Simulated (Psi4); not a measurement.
Field calculation of AlNH3S

- system: AlNH3S, multiplicity 2, SMILES [NH2][Al][SH]
- method: M06-2X/pcSseg-2, UKS, in an applied electric field (Psi4 1.11)

The geometry comes from this level: PBE0-D4/def2-TZVP.

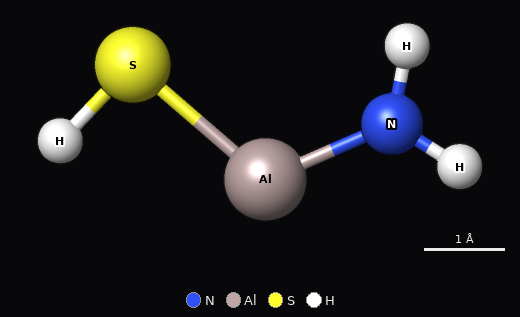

Fig. 1: The input geometry (ball-and-stick view, seen at a tilt). Sticks mark near contacts. Bond lengths as drawn: Al–N 1.77 Å, Al–S 2.21 Å, H–N 1.01 Å and H–S 1.34 Å.

Input file (calc.dat)
```
memory 1600 mb

molecule geom {
  0 2
  N
  Al 1 R2
  S 2 R3 1 A3
  H 1 R4 2 A4 3 D4
  H 1 R5 4 A5 2 D5
  H 3 R6 2 A6 1 D6

  R2 = 1.770351
  R3 = 2.208091
  A3 = 115.80184
  R4 = 1.00867
  A4 = 125.06116
  D4 = 0.00204
  R5 = 1.006767
  A5 = 110.42426
  D5 = 179.98796
  R6 = 1.342675
  A6 = 93.3814
  D6 = -179.98624
  units angstrom
  symmetry c1
  no_reorient
  no_com
}

set {
  reference      uks
  scf_type       mem_df
  perturb_h      true
  perturb_with   dipole
  perturb_dipole [0.0, 0.001, 0.0]
}

e, wfn = energy('m06-2x/pcSseg-2', return_wfn=True)
print_variables()
```

Machine: 1 thread of Intel Xeon @ 3.00GHz (Skylake/Cascade Lake), 12 GiB of memory available, shared host.

Command:
```bash
psi4 calc.dat calc.out -n 1
```

What the program printed
```
Psi4 1.11 release

   => Loading Basis Set <=

    Name: PCSSEG-2
    Role: ORBITAL
    Keyword: BASIS

         ---------------------------------------------------------
                                   SCF
                              UKS Reference
                        1 Threads,   1525 MiB Core
         ---------------------------------------------------------

  ==> Geometry <==

    Molecular point group: c1
    Full point group: C1

    Geometry (in Angstrom), charge = 0, multiplicity = 2:

       Center              X                  Y                   Z               Mass
    ------------   -----------------  -----------------  -----------------  -----------------
         N            0.000001638042     0.856045730009    -1.815494657088    14.003074004430
         AL           0.000001638042     0.856045730009    -0.045143657088    26.981538530000
         S            0.000001638042    -1.131909182660     0.915950058151    31.972071174400
         H           -0.000027758495     0.030409677296    -2.394925650819     1.007825032230
         H            0.000229434016     1.685603625958    -2.385944863212     1.007825032230
         H           -0.000320253782    -0.619812713413     2.157132260003     1.007825032230

  Running in c1 symmetry.

  Rotational constants: A =      0.84876  B =      0.11737  C =      0.10311 [cm^-1]
  Rotational constants: A =  25445.06465  B =   3518.67502  C =   3091.20695 [MHz]
  Nuclear repulsion =  122.153880868197049

  Charge       = 0
  Multiplicity = 2
  Electrons    = 39
  Nalpha       = 20
  Nbeta        = 19

  ==> Algorithm <==

  SCF Algorithm Type is MEM_DF.
  DIIS enabled.
  MOM disabled.
  Fractional occupation disabled.
  Guess Type is SAD.
  Energy threshold   = 1.00e-06
  Density threshold  = 1.00e-06
  Integral threshold = 1.00e-12

  ==> Primary Basis <==

  Basis Set: PCSSEG-2
    Blend: PCSSEG-2
    Number of shells: 60
    Number of basis functions: 164
    Number of Cartesian functions: 182
    Spherical Harmonics?: true
    Max angular momentum: 3

  ==> DFT Potential <==

   => LibXC <=

    Version 7.1.2

   => Composite Functional: M06-2X <=

    Deriv               =              1
    GGA                 =           TRUE
    Meta                =           TRUE

    Exchange Hybrid     =           TRUE
    MP2 Hybrid          =          FALSE

   => Exchange Functionals <=

    1.0000   XC_HYB_MGGA_X_M06_2X

   => Exact (HF) Exchange <=

    0.5400               HF

   => Correlation Functionals <=

    1.0000   XC_MGGA_C_M06_2X

   => LibXC Density Thresholds  <==

    XC_MGGA_C_M06_2X:  1.00E-12
    XC_HYB_MGGA_X_M06_2X:  1.00E-15

   => Molecular Quadrature <=

    Radial Scheme          =       TREUTLER
    Pruning Scheme         =           NONE
    Nuclear Scheme         =       TREUTLER

    Blocking Scheme        =         OCTREE
    BS radius alpha        =              1
    Pruning alpha          =              1
    Radial Points          =             75
    Spherical Points       =            302
    Total Points           =         131097
    Total Blocks           =           1057
    Max Points             =            256
    Max Functions          =            153
    Weights Tolerance      =       1.00E-15

   => Loading Basis Set <=

    Name: (PCSSEG-2 AUX)
    Role: JKFIT
    Keyword: DF_BASIS_SCF

  ==> Integral Setup <==

  DFHelper Memory: AOs need 0.077 GiB; user supplied 0.111 GiB.
  SCF_SUBTYPE=INCORE selected. In-core MEM_DF algorithm will be used.
  Using in-core AOs.

  ==> MemDFJK: Density-Fitted J/K Matrices <==

    J tasked:                   Yes
    K tasked:                   Yes
    wK tasked:                   No
    Memory [MiB]:               113
    Algorithm:                 Core
    Schwarz Cutoff:           1E-12
    Mask sparsity (%):       9.9941
    Fitting Condition:        1E-10

   => Auxiliary Basis Set <=

  Basis Set: (PCSSEG-2 AUX)
    Blend: DEF2-UNIVERSAL-JKFIT
    Number of shells: 119
    Number of basis functions: 387
    Number of Cartesian functions: 463
    Spherical Harmonics?: true
    Max angular momentum: 4

  Cached 100.0% of DFT collocation blocks in 1.007 [GiB].

  Perturbing V by 0.001000 mu(y).
  Minimum eigenvalue in the overlap matrix is 3.3811693892E-03.
  Reciprocal condition number of the overlap matrix is 5.1558518697E-04.
    Using symmetric orthogonalization.

  ==> Pre-Iterations <==

  SCF Guess: Superposition of Atomic Densities via on-the-fly atomic UHF (no occupation information).

   -------------------------
    Irrep   Nso     Nmo
   -------------------------
     A        164     164
   -------------------------
    Total     164     164
   -------------------------

  ==> Iterations <==

                           Total Energy        Delta E     RMS |[F,P]|

   @DF-UKS iter SAD:  -696.54585568754953   -6.96546e+02   0.00000e+00
   @DF-UKS iter   1:  -696.91615940654845   -3.70304e-01   5.37324e-03 DIIS/ADIIS
   @DF-UKS iter   2:  -696.25011287999371    6.66047e-01   7.29307e-03 DIIS/ADIIS
   @DF-UKS iter   3:  -697.18508600199414   -9.34973e-01   1.54339e-03 DIIS/ADIIS
   @DF-UKS iter   4:  -697.21665073305144   -3.15647e-02   4.04058e-04 DIIS/ADIIS
   @DF-UKS iter   5:  -697.21931456820118   -2.66384e-03   1.22434e-04 DIIS/ADIIS
   @DF-UKS iter   6:  -697.21957849431931   -2.63926e-04   4.77916e-05 DIIS
   @DF-UKS iter   7:  -697.21962245057557   -4.39563e-05   1.08983e-05 DIIS
   @DF-UKS iter   8:  -697.21962727287030   -4.82229e-06   4.46871e-06 DIIS
   @DF-UKS iter   9:  -697.21962784717846   -5.74308e-07   1.47769e-06 DIIS
   @DF-UKS iter  10:  -697.21962791878150   -7.16030e-08   5.42221e-07 DIIS
  Energy and wave function converged.

  ==> Post-Iterations <==

   Electrons on quadrature grid:
      Nalpha   =   20.0000018876 ; deviation = 1.888e-06
      Nbeta    =   19.0000018982 ; deviation = 1.898e-06
      Ntotal   =   39.0000037857 ; deviation = 3.786e-06

   @Spin Contamination Metric:   2.369859582E-03
   @S^2 Expected:                7.500000000E-01
   @S^2 Observed:                7.523698596E-01
   @S   Expected:                5.000000000E-01
   @S   Observed:                5.000000000E-01

    Orbital Energies [Eh]
    ---------------------

    Alpha Occupied:

       1A    -89.878432     2A    -56.860610     3A    -14.721095
       4A     -8.243206     5A     -6.164487     6A     -6.163866
       7A     -6.160819     8A     -4.389950     9A     -2.894917
      10A     -2.893396    11A     -2.890423    12A     -0.934386
      13A     -0.797605    14A     -0.553305    15A     -0.513166
      16A     -0.453011    17A     -0.388567    18A     -0.342657
      19A     -0.311912    20A     -0.247273

    Alpha Virtual:

      21A     -0.005770    22A      0.030215    23A      0.042856
      24A      0.058935    25A      0.094227    26A      0.105907
      27A      0.134518    28A      0.164588    29A      0.174554
      30A      0.192054    31A      0.229707    32A      0.249595
      33A      0.274156    34A      0.296570    35A      0.334677
      36A      0.349762    37A      0.370291    38A      0.421651
      39A      0.427171    40A      0.434635    41A      0.458101
      42A      0.489939    43A      0.539115    44A      0.541916
      45A      0.568105    46A      0.614498    47A      0.698258
      48A      0.713610    49A      0.757655    50A      0.783025
      51A      0.802030    52A      0.817621    53A      0.849123
      54A      0.857145    55A      0.972616    56A      1.007149
      57A      1.030551    58A      1.049539    59A      1.086667
      60A      1.119501    61A      1.169926    62A      1.191377
      63A      1.318583    64A      1.334519    65A      1.354197
      66A      1.367532    67A      1.376549    68A      1.388215
      69A      1.483309    70A      1.493441    71A      1.528908
      72A      1.552441    73A      1.612868    74A      1.666413
      75A      1.686781    76A      1.710702    77A      1.728417
      78A      1.733382    79A      1.917240    80A      1.936363
      81A      1.956018    82A      1.971699    83A      2.011728
      84A      2.092569    85A      2.096300    86A      2.149788
      87A      2.189120    88A      2.252266    89A      2.411925
      90A      2.759008    91A      2.932633    92A      2.959553
      93A      2.991599    94A      3.006249    95A      3.039748
      96A      3.177584    97A      3.229535    98A      3.342166
      99A      3.476012   100A      3.512893   101A      3.532286
     102A      3.556323   103A      3.599700   104A      3.600468
     105A      3.619736   106A      3.735980   107A      3.763550
     108A      3.786340   109A      3.827183   110A      3.890473
     111A      3.896775   112A      3.967596   113A      4.081648
     114A      4.187699   115A      4.245867   116A      4.251782
     117A      4.327023   118A      4.411221   119A      4.446721
     120A      4.447758   121A      4.453093   122A      4.556193
     123A      4.562433   124A      4.595167   125A      4.626450
     126A      4.710854   127A      4.730402   128A      4.739231
     129A      4.791256   130A      4.977468   131A      5.142050
     132A      5.233180   133A      5.310612   134A      5.382093
     135A      5.584898   136A      5.768991   137A      5.901079
     138A      5.928353   139A      5.975540   140A      6.148411
     141A      6.285940   142A      6.351746   143A      6.521380
     144A      6.545921   145A      6.696288   146A      7.571602
     147A      7.994847   148A     10.165411   149A     12.472629
     150A     12.607294   151A     12.984617   152A     20.789877
     153A     20.846265   154A     20.980882   155A     25.192931
     156A     26.748610   157A     27.276916   158A     27.299680
     159A     44.609265   160A     44.709838   161A     44.969361
     162A     75.541409   163A     75.598084   164A     75.737169

    Beta Occupied:

       1A    -89.877204     2A    -56.856200     3A    -14.720112
       4A     -8.242816     5A     -6.164081     6A     -6.160611
       7A     -6.160489     8A     -4.385308     9A     -2.891599
      10A     -2.889043    11A     -2.886247    12A     -0.931393
      13A     -0.791944    14A     -0.551286    15A     -0.500475
      16A     -0.449281    17A     -0.367886    18A     -0.340106
      19A     -0.310986

    Beta Virtual:

      20A     -0.124289    21A     -0.008314    22A      0.016164
      23A      0.030721    24A      0.038358    25A      0.091785
      26A      0.095528    27A      0.124505    28A      0.133673
      29A      0.166579    30A      0.190503    31A      0.220955
      32A      0.250007    33A      0.269006    34A      0.293368
      35A      0.313545    36A      0.344008    37A      0.365261
      38A      0.424110    39A      0.432128    40A      0.432917
      41A      0.452345    42A      0.495803    43A      0.543643
      44A      0.546457    45A      0.563899    46A      0.617228
      47A      0.692064    48A      0.721165    49A      0.746055
      50A      0.781244    51A      0.786213    52A      0.803112
      53A      0.803801    54A      0.854666    55A      0.972231
      56A      1.007906    57A      1.033288    58A      1.045170
      59A      1.083360    60A      1.113563    61A      1.168882
      62A      1.185901    63A      1.317864    64A      1.335533
      65A      1.348655    66A      1.359820    67A      1.387706
      68A      1.388646    69A      1.481126    70A      1.498985
      71A      1.530532    72A      1.554270    73A      1.614638
      74A      1.668340    75A      1.684068    76A      1.722659
      77A      1.730880    78A      1.733642    79A      1.916616
      80A      1.940061    81A      1.959454    82A      1.974198
      83A      2.016544    84A      2.094742    85A      2.097098
      86A      2.153250    87A      2.182497    88A      2.252416
      89A      2.412758    90A      2.753713    91A      2.931577
      92A      2.958445    93A      2.993893    94A      3.014981
      95A      3.037764    96A      3.180809    97A      3.232071
      98A      3.341571    99A      3.475243   100A      3.513714
     101A      3.525283   102A      3.559671   103A      3.602876
     104A      3.605548   105A      3.618218   106A      3.733711
     107A      3.762581   108A      3.787092   109A      3.827278
     110A      3.889468   111A      3.899367   112A      3.967592
     113A      4.080705   114A      4.186572   115A      4.245433
     116A      4.253787   117A      4.325768   118A      4.413479
     119A      4.446991   120A      4.447183   121A      4.452822
     122A      4.555671   123A      4.561183   124A      4.594550
     125A      4.626755   126A      4.715598   127A      4.729080
     128A      4.739653   129A      4.790293   130A      4.977332
     131A      5.142159   132A      5.233519   133A      5.309680
     134A      5.382961   135A      5.584108   136A      5.771990
     137A      5.900768   138A      5.926351   139A      5.984814
     140A      6.147466   141A      6.285168   142A      6.352558
     143A      6.522691   144A      6.546657   145A      6.694337
     146A      7.575177   147A      7.996771   148A     10.161761
     149A     12.488889   150A     12.622732   151A     13.004407
     152A     20.792340   153A     20.863309   154A     20.984975
     155A     25.192936   156A     26.748402   157A     27.285469
     158A     27.305231   159A     44.611907   160A     44.716238
     161A     44.973236   162A     75.541407   163A     75.604528
     164A     75.737766

    Final Occupation by Irrep:
              A
    DOCC [    19 ]
    SOCC [     1 ]
    NA   [    20 ]
    NB   [    19 ]

  @DF-UKS Final Energy:  -697.21962791878150

   => Energetics <=

    Nuclear Repulsion Energy =            122.1538808681970494
    One-Electron Energy =               -1207.2249937255176064
    Two-Electron Energy =                 412.7500219703076709
    DFT Exchange-Correlation Energy =     -24.8985370317688357
    Empirical Dispersion Energy =           0.0000000000000000
    VV10 Nonlocal Energy =                  0.0000000000000000
    Total Energy =                       -697.2196279187816117

  UHF NO Occupations:
  HONO-2 :   18  A 1.9994953
  HONO-1 :   19  A 1.9994279
  HONO-0 :   20  A 1.0000000
  LUNO+0 :   21  A 0.0005721
  LUNO+1 :   22  A 0.0005047
  LUNO+2 :   23  A 0.0000590
  LUNO+3 :   24  A 0.0000184

Computation Completed

Properties will be evaluated at   0.000000,   0.000000,   0.000000 [a0]

Properties computed using the SCF density matrix

 Multipole Moments:

 ------------------------------------------------------------------------------------
     Multipole            Electronic (a.u.)      Nuclear  (a.u.)        Total (a.u.)
 ------------------------------------------------------------------------------------

 L = 1.  Multiply by 2.5417464519 to convert [e a0] to [Debye]
 Dipole X            :          0.0001471           -0.0001126            0.0000345
 Dipole Y            :          0.4535721            0.2013848            0.6549569
 Dipole Z            :          2.1755651           -2.3883634           -0.2127983
 Magnitude           :                                                    0.6886594

 ------------------------------------------------------------------------------------

	total time  =         22 seconds =       0.37 minutes

  Variable Map:
  ----------------------------------------------------------------------------
  "CURRENT ENERGY"              =>    -697.219627918781
  "CURRENT REFERENCE ENERGY"    =>    -697.219627918781
  "DD SOLVATION ENERGY"         =>       0.000000000000
  "DFT FUNCTIONAL TOTAL ENERGY" =>    -697.219627918782
  "DFT TOTAL ENERGY"            =>    -697.219627918782
  "DFT VV10 ENERGY"             =>       0.000000000000
  "DFT XC ENERGY"               =>     -24.898537031769
  "GRID ELECTRONS ALPHA"        =>      20.000001887579
  "GRID ELECTRONS BETA"         =>      19.000001898159
  "GRID ELECTRONS TOTAL"        =>      39.000003785738
  "NUCLEAR REPULSION ENERGY"    =>     122.153880868197
  "ONE-ELECTRON ENERGY"         =>   -1207.224993725518
  "PCM POLARIZATION ENERGY"     =>       0.000000000000
  "PE ENERGY"                   =>       0.000000000000
  "SCF ITERATION ENERGY"        =>    -697.219627918781
  "SCF ITERATIONS"              =>      10.000000000000
  "SCF TOTAL ENERGY"            =>    -697.219627918781
  "TWO-ELECTRON ENERGY"         =>     412.750021970308
  "XC GRID RADIAL POINTS"       =>      75.000000000000
  "XC GRID SPHERICAL POINTS"    =>     302.000000000000
  "XC GRID TOTAL POINTS"        =>  131097.000000000000

  Array Variable Map:
  ----------------------------------------------------------------------------
  "CURRENT DIPOLE"              =>       0.000034487603 ... -0.212798299318 1 by 3
  "SCF DIPOLE"                  =>       0.000034487603 ... -0.212798299318 1 by 3
  "SCF TOTAL ENERGIES"          =>    -696.545855687550 ... -697.219627918781 1 by 11

    Psi4 run time: 0:00:21.90
```

Results in brief

- outcome: converged
- total energy: −697.219628 hartree
- basis functions: 164
- ⟨S²⟩: 0.752
- dipole moment: 1.75 D
- wall time: 24 s
- peak memory: 1.3 GiB
